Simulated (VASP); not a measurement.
Band structure of Ca2Si (space group Fm-3m). Method: r2SCAN meta-GGA, VASP's PBE PAW potentials (set 64) (plane waves; VASP 6.6.1).

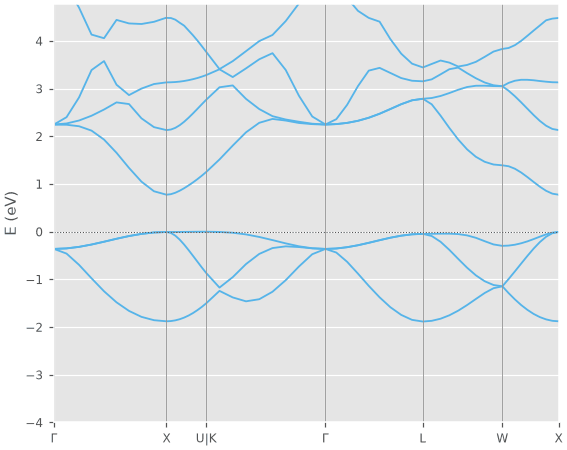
Bands along high-symmetry lines, zero at the valence-band maximum or, without a gap, the Fermi level

Problem. Read the plot: is there a gap, and where are the band edges?

Solution. The gap is indirect, 0.78 eV, from the valence maximum at U to the conduction minimum at X.

The structure comes from a computed database's Ca2Si entry (Fm-3m); how it stands against other phases isn't given here. It was relaxed first.
